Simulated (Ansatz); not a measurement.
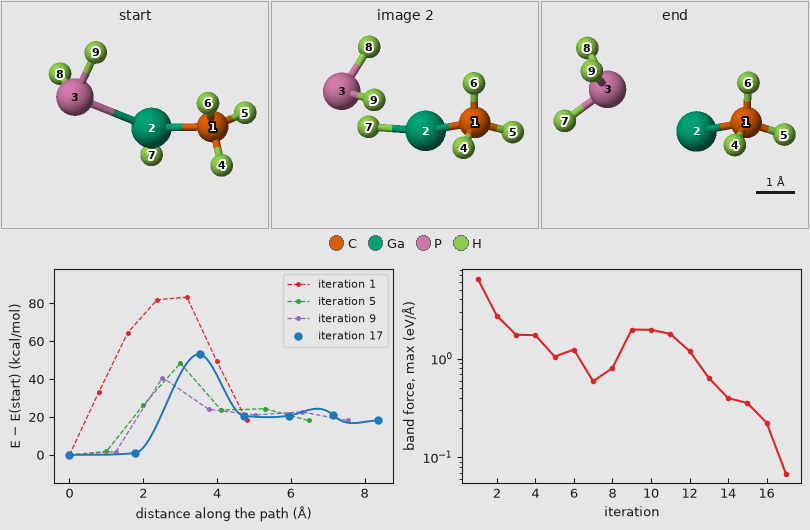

A nudged-elastic-band calculation for CH6GaP. Images are numbered from 0 (start) to 6 (end). The plot follows the band through its iterations. Style: ball-and-stick. Shown from a free direction.

Level of theory: RKS B3LYP-D4/def2-SVP in Ansatz 0.2.0. Run with 5 movable images; climbing image; force threshold 0.2 eV/Å; iteration limit 60; starting path through a guess of the saddle point.

Q: How did the profile develop, and is the result final?

A: The run met only a loose threshold, so the barrier can't be trusted yet. The band converged in 17 iterations. The largest component of the band force went from 6.5 to 0.068 eV/Å. The climbing image converged on the top of the path. Its curvatures weren't checked. The force threshold is so loose that the height of the top is at best an upper bound. The first iteration put the highest image at 83.3 kcal/mol. Forward barrier 53.1 kcal/mol, backward barrier 34.9 kcal/mol, with image 2 at the top; the reaction energy is +18.2 kcal/mol.
